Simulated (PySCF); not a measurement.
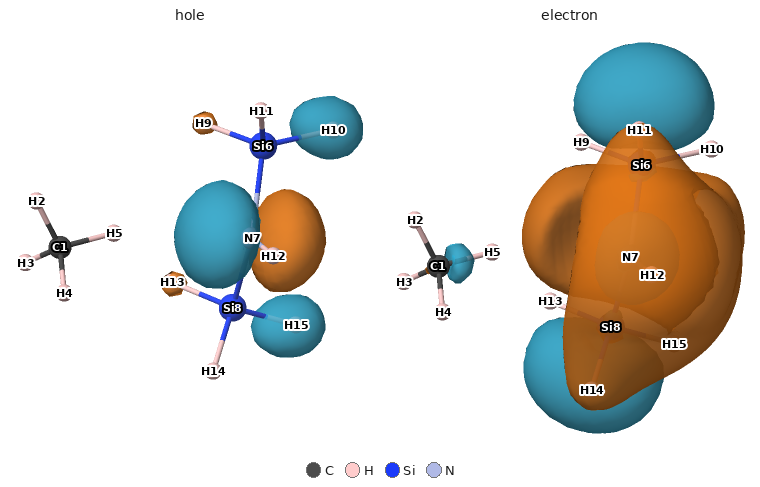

CH11NSi2, SMILES `C.[SiH3]N[SiH3]`. Leading natural transition orbital pair of S₁ (TDA singlet states); the surfaces enclose about 70 % of each orbital's density.

Level of theory: CAM-B3LYP/def2-SVP (PySCF), at a geometry from GFN2-xTB. The pair's geometry is semi-empirical, so its contact may be too short or too long. Without diffuse functions Rydberg states are missing, so the states' numbers hold for this basis only.

Input script:

```python
import numpy as np
from pyscf import gto, scf, dft, tdscf
from pyscf.scf import atom_ks, atom_hf
from scipy.linalg import block_diag

def solve(mol, dm0=None, hcore=None):
    mf = (dft.UKS if mol.spin else dft.RKS)(mol, xc='camb3lyp')
    mf.grids.level = 3
    mf = mf.density_fit(auxbasis='def2-universal-jkfit')
    mf.conv_tol, mf.max_cycle = 1e-8, 80
    if hcore is not None:
        mf.get_hcore = lambda *args: hcore
    mf.kernel(dm0)
    if not mf.converged:
        mf = mf.newton().run(mf.mo_coeff, mf.mo_occ, max_cycle=30)
    assert mf.converged, 'SCF not converged'
    return mf

mol = gto.M(atom='''
C     -3.08558     0.72449    -0.04346
H     -3.40467     1.75703    -0.10419
H     -3.39637     0.19880    -0.93678
H     -3.53821     0.25777     0.82191
H     -2.00777     0.68012     0.04296
Si     1.31410     1.27974    -0.12262
N      0.50118    -0.08593     0.56697
Si     0.25001    -1.65975    -0.11490
H      0.81122     1.42176    -1.48617
H      2.77146     1.10148    -0.14226
H      0.95758     2.41872     0.72483
H      0.40713    -0.04914     1.56934
H     -0.25356    -1.45578    -1.47036
H     -0.72974    -2.31181     0.75426
H      1.49070    -2.44426    -0.15634
''', basis='def2-svp', charge=0, spin=0, verbose=4)
mf = solve(mol)
td = mf.TDA()
td.nstates, td.singlet, td.conv_tol = 5, True, 1e-5
td.kernel()
td.analyze()
x, y = np.array([p[0] for p in td.xy]), np.array([p[1] + 0 * p[0] for p in td.xy])
f, mu = td.oscillator_strength(), td.transition_dipole()
nto = [td.get_nto(state=i + 1, verbose=4) for i in range(len(td.e))]
# spherically averaged free atoms, for the promolecule
atm = atom_ks.get_atm_nrks(mol, xc='camb3lyp')
pro = block_diag(*[(atm[a[0]][2] * atm[a[0]][3]) @ atm[a[0]][2].T for a in mol._atom])
np.savez('result.npz', e=td.e, f=f, ok=td.converged, w=[n[0] for n in nto], nto=[n[1] for n in nto], x=x, y=y, c=mf.mo_coeff, occ=mf.mo_occ, eps=mf.mo_energy, pro=pro, mu=mu)
```

Run with:

```sh
OMP_NUM_THREADS=1 python input.py
```

The run took 9.2 min on 1 thread of Arm Neoverse V1, with other jobs on the host, peak memory 0.7 GiB.

Q: Where does the state lie, and where do hole and electron sit?

A: 6.45 eV (192 nm), f = 0.007; the leading pair carries 99 %; hole on N7 (55 %), Si6 and Si8 (10 % each) and H10 and H15 (6 % each), electron on Si6 and Si8 (25 % each), H12 (13 %) and N7 (12 %); their centroids lie 0.1 Å apart. In canonical orbitals it is mainly HOMO → LUMO (97 %). The HOMO–LUMO gap is 10.08 eV.
